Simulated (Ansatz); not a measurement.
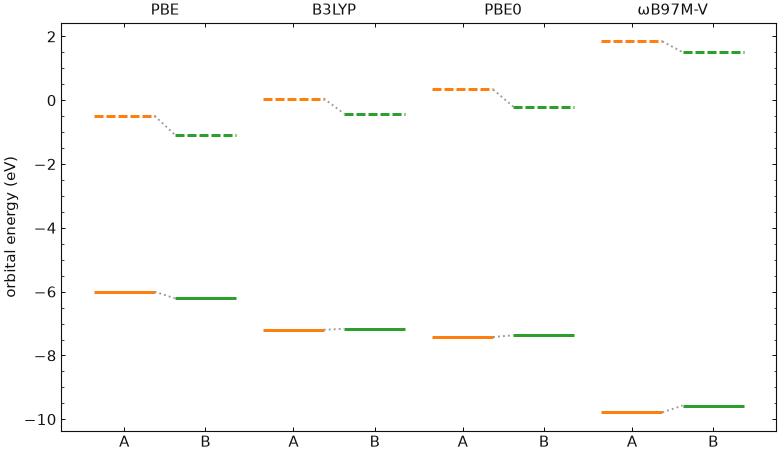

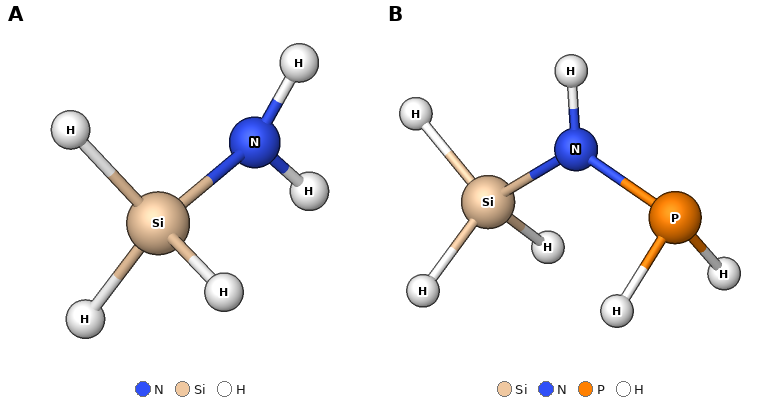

One change: A, SiNH₅ (SMILES N[SiH3]), becomes B, SiPNH₆ (SMILES [SiH3]NP). H on N is replaced by PH₂. HOMO (solid) and LUMO (dashed) computed in def2-TZVPP at PBE0-D4/def2-TZVP geometries, both minima by their frequencies, gas phase, the Ansatz code. Empty levels above zero depend strongly on the basis.

Q: What does the change do to HOMO and LUMO?

A: PBE: the HOMO falls by 0.21 eV, the LUMO falls by 0.59 eV, and the separation goes from 5.51 to 5.13 eV. B3LYP: the HOMO rises by 0.03 eV, the LUMO falls by 0.47 eV, and the separation goes from 7.25 to 6.75 eV. PBE0: the HOMO rises by 0.06 eV, the LUMO falls by 0.54 eV, and the separation goes from 7.76 to 7.16 eV. ωB97M-V: the HOMO rises by 0.21 eV, the LUMO falls by 0.35 eV, and the separation goes from 11.63 to 11.07 eV.

Q: Do the functionals agree on the effect?

A: Not on every direction; the HOMO shift lies between −0.21 and 0.21 eV and the LUMO shift between −0.59 and −0.35 eV, while the separations themselves differ by up to 6.1 eV between functionals.
